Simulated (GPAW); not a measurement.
The Rh L₃ edge of atom 1 in TiRh (P4/mmm), with 8 Ti at 2.70 Å, 4 Rh at 2.99 Å and 2 Rh at 3.35 Å (14-fold, site symmetry 4/mmm), was computed in 2 ways: excited-electron core hole (neutral cell) and no core hole. Program and functional: GPAW, LDA, Gaussian full width 2.13 eV up to 4 eV, rising linearly to 3.5 eV at 25 eV; cells of 2 and 16 atoms (the run without a hole in the smaller).

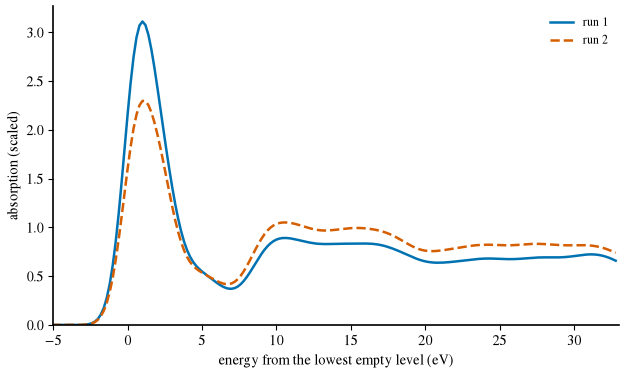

Each run is counted from its own lowest empty level or Fermi level and scaled to a mean of 1 over its first 20 eV.

Q: Which run is which?

Run 1: no core hole (area from −2 to 6 eV 11.3, main maxima 1.0 eV (3.11) and 10.6 eV (0.89)). Run 2: excited-electron core hole (neutral cell) (area from −2 to 6 eV 9.1, main maxima 1.0 eV (2.30), 10.6 eV (1.05) and 27.4 eV (0.83)). With each curve scaled to its own mean, the area from −2 to 6 eV with the hole is 9.1 against 11.3, and the centre of weight from −1 to 20 eV moves by +1.2 eV (first and strongest maxima below 20 eV: 1.0 eV (3.11) and 10.6 eV (0.89) without the hole, 1.0 eV (2.30) and 10.6 eV (1.05) with it): the near-edge weight falls against the higher-lying part.

[Hosts, paths, dates, database ids (printed as entryN), source tags and the programs' standing remarks are cut or masked in the printed files.]

[Lists of maxima count a maximum above −3 eV only where it reaches 4 % of the highest in the window and stands out from its surroundings by 2 % of it (1.5 % where it reaches 55 %); shoulders and weaker maxima are passed over, and of the rest the first, up to two pre-edge ones and the few strongest are named.]
